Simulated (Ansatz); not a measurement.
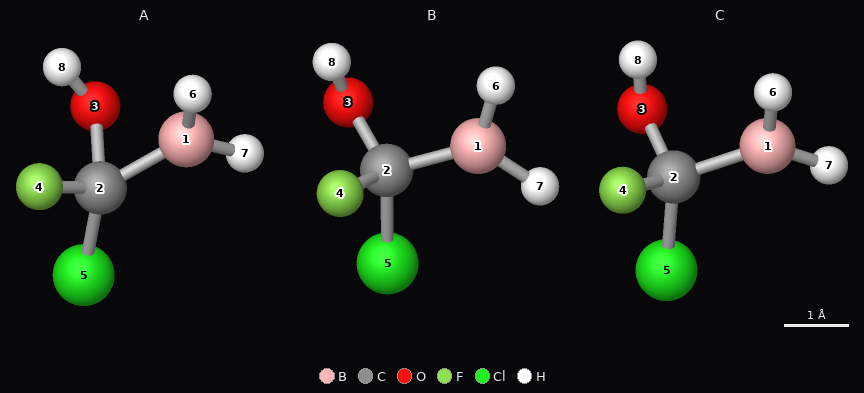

3 geometries from one relaxation of CH$_{3}$BClFO (coarse preliminary run), in shuffled order. The picture is a ball-and-stick view, seen at a tilt.

The start comes from a force field.

Level of theory: RKS PBE-D4/def2-SVP (Ansatz 0.2.0). Settings: force threshold 0.03 eV/Å; at most 200 steps.

Question: Order the frames from highest to lowest energy.

Answer: B, C, A. They are steps 0, 6, 18, at +7.50 kcal/mol, +2.15 kcal/mol relative to the last. The largest move after the best rigid fit is that of H7, 0.67 Å. By element the largest moves are H 0.67 Å, O 0.56 Å, Cl 0.33 Å, C 0.31 Å, F 0.24 Å, B 0.14 Å. Among the contacts that change: B1–O3 2.417 → 1.790 Å, C2–F4 1.436 → 1.353 Å, C2–O3 1.416 → 1.496 Å, C2–Cl5 1.796 → 1.762 Å. Among the angles between lasting bonds that change: B1–C2–O3 109.9° → 71.8°, B1–C2–Cl5 110.1° → 125.2°, B1–C2–F4 108.9° → 121.5°. Groups turn about C2–O3 by about 25°. Over 17 accepted moves (18 points after the start) the energy falls by 7.50 kcal/mol. The largest force component goes from 1.7 to 0.0045 eV/Å. The line search rejected the trial step at point 8 of the run. Cost: 39 s on 2 threads of Arm Neoverse V1 (shared host).
